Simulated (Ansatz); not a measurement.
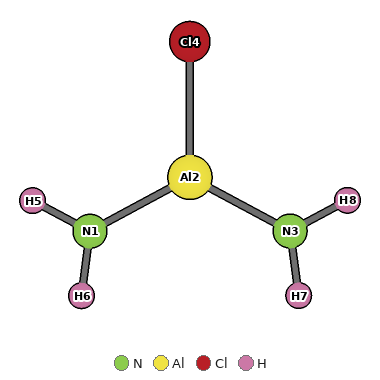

The system is AlClH4N2, SMILES [NH2][Al]([NH2])[Cl]; the picture shows the reference structure. 
- First axis: umbrella angle at N3 (between each of its bonds and their common axis; 90 is planar). Second axis: change of the bonds N3–Al2, N3–H7, N3–H8, all alike.
- Nothing is relaxed (all other coordinates rigid).
- The scan uses an 11 × 11 grid; 66 points were computed and 55 follow by symmetry.
- Points are written as (first, second).
- Energies are in kcal/mol, from the lowest grid point.
- Theory: Ansatz, RKS PBE0-D4/def2-TZVP.

Its coordinates:

```xyz
8

N    -0.4903    1.4872   -0.1729
Al   -0.2176   -0.2372   -0.3774
N     0.8294   -1.1842    0.6698
Cl   -1.1939   -1.2174   -1.9554
H    -1.0893    2.0311   -0.7711
H    -0.0824    2.0667    0.5410
H     1.3494   -0.8321    1.4557
H     0.9869   -2.1713    0.5546
```

Range: umbrella angle at N3 (between each of its bonds and their common axis; 90 is planar) from 66.0 to 114.0°; change of the bonds N3–Al2, N3–H7, N3–H8, all alike from −0.138 to 0.214 Å.

> What will the energy surface look like?

The lowest grid point is at (90.0°, 0.003 Å). No other kind of well shows on this grid. The highest grid point, (66.0°, −0.138 Å), lies 49.6 kcal/mol above the lowest. Round the minimum the two coordinates are nearly uncoupled.

| second ↓, first → | 66.0 | 70.8 | 75.6 | 80.4 | 85.2 | 90.0 | 94.8 | 99.6 | 104.4 | 109.2 | 114.0 |
| --- | --- | --- | --- | --- | --- | --- | --- | --- | --- | --- | --- |
| 0.214 | 37.6 | 38.4 | 39.7 | 41.1 | 42.1 | 42.5 | 42.1 | 41.1 | 39.7 | 38.4 | 37.6 |
| 0.178 | 28.3 | 28.5 | 29.3 | 30.3 | 31.1 | 31.4 | 31.1 | 30.3 | 29.3 | 28.5 | 28.3 |
| 0.143 | 20.4 | 19.9 | 20.2 | 20.8 | 21.4 | 21.6 | 21.4 | 20.8 | 20.2 | 19.9 | 20.4 |
| 0.108 | 13.8 | 12.7 | 12.5 | 12.7 | 13.0 | 13.1 | 13.0 | 12.7 | 12.5 | 12.7 | 13.8 |
| 0.073 | 9.0 | 7.3 | 6.6 | 6.4 | 6.4 | 6.4 | 6.4 | 6.4 | 6.6 | 7.3 | 9.0 |
| 0.038 | 6.4 | 4.0 | 2.8 | 2.1 | 1.9 | 1.8 | 1.9 | 2.1 | 2.8 | 4.0 | 6.4 |
| 0.003 | 6.5 | 3.5 | 1.7 | 0.6 | 0.1 | 0.0 | 0.1 | 0.6 | 1.7 | 3.5 | 6.5 |
| −0.033 | 10.1 | 6.4 | 4.0 | 2.6 | 1.8 | 1.6 | 1.8 | 2.6 | 4.0 | 6.4 | 10.1 |
| −0.068 | 17.8 | 13.4 | 10.5 | 8.7 | 7.7 | 7.3 | 7.7 | 8.7 | 10.5 | 13.4 | 17.8 |
| −0.103 | 30.6 | 25.6 | 22.1 | 19.8 | 18.6 | 18.1 | 18.6 | 19.8 | 22.1 | 25.6 | 30.6 |
| −0.138 | 49.6 | 43.9 | 39.8 | 37.2 | 35.6 | 35.2 | 35.6 | 37.2 | 39.8 | 43.9 | 49.6 |

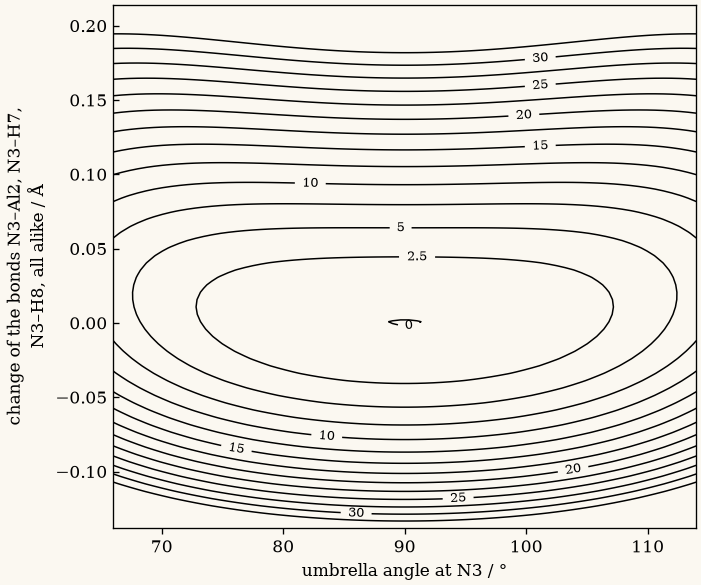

Drawn: contour lines labelled in kcal/mol (none above 32.5). Between grid points the surface is interpolated.

Each point was launched as `ansatz run input.yaml --threads 1 --pin off --max-ram 2560MiB --backend cpu --events-out ev --progress --plain --runs-dir out`. The whole map (66 points run) took 5.9 min on 1 thread of Intel(R) Xeon(R) Platinum 8375C CPU @ 2.90GHz (Ice Lake), on a shared host.
